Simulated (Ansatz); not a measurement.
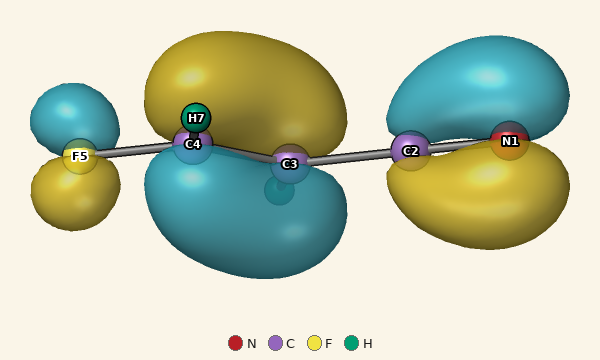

Figure 1: C₃H₂FN (SMILES N#CC=CF). One frontier orbital at ±0.15 Å⁻³ᐟ² (yellow and cyan are the two phases), seen from one side.

Geometry: PBE0-D4/def2-TZVP.

The calculation used Ansatz 0.2.0, RKS PBE0-D4/def2-TZVPP.

The calculation's input:

```
crystal:
  periodic: [false, false, false]
  atoms:
    - {symbol: N, position_ang: [0.665395, -2.097739, 1.283870]}
    - {symbol: C, position_ang: [0.379941, -1.053534, 0.889784]}
    - {symbol: C, position_ang: [0.031150, 0.238778, 0.427198]}
    - {symbol: C, position_ang: [-0.232854, 0.449876, -0.856779]}
    - {symbol: F, position_ang: [-0.558949, 1.650018, -1.300070]}
    - {symbol: H, position_ang: [-0.015336, 1.050514, 1.143858]}
    - {symbol: H, position_ang: [-0.208146, -0.305912, -1.633561]}
basis:
  gaussian: {orbitals: def2-TZVPP}
hamiltonian: {xc: pbe0, dispersion: d4}
output: {orbitals: {seedname: orbitals}}
```

Launched as:

```sh
ansatz run in.yaml --threads 2 --pin off --events-out ev --progress --plain --max-ram 4352MiB
```

Q: Which orbital is it: HOMO or LUMO?

A: The HOMO, at −8.33 eV. By Hirshfeld shares it lies mainly on C3 (about 25 %), N1 (about 25 %), C4 (about 25 %), C2 (about 10 %) and F5 (about 10 %); it changes sign across the molecular plane (π type); π-bonding across N1–C2 and C3–C4; π-antibonding (a node) across C2–C3 and C4–F5.
